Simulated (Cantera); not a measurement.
A closed system holds: 1 mol Si₂Cl₆, 0.08 mol HCl, 200 mol N₂, held at 8900 Pa.

These are equilibrium values from Cantera (NASA tables, ideal gas, pure condensed phases), not measurements of a reactor. Candidate condensed phases: NH₄Cl, Si, Si₃N₄; 28 gas species. The feed counts by its element totals alone. N₂ is the only nitrogen source here; it is nearly inert below about 1500 K, so the nitride shown seldom forms there in practice. The tables' values for SiCl₃ are old estimates; treat these amounts as uncertain. Kinetics and transport are ignored.

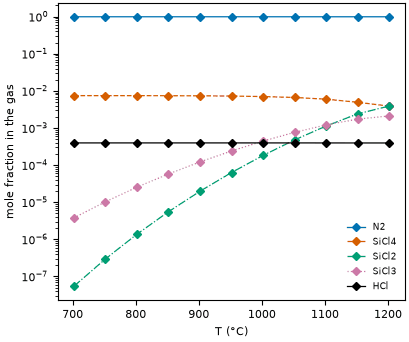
Figure. Equilibrium gas composition (values under 1e-9 drawn at 1e-9)

From 702 °C to 1152 °C the condensed part is Si₃N₄(s). At 1202 °C nothing is condensed. The main Si-bearing gas is SiCl₄ at 702 °C and SiCl₂ at 1202 °C.
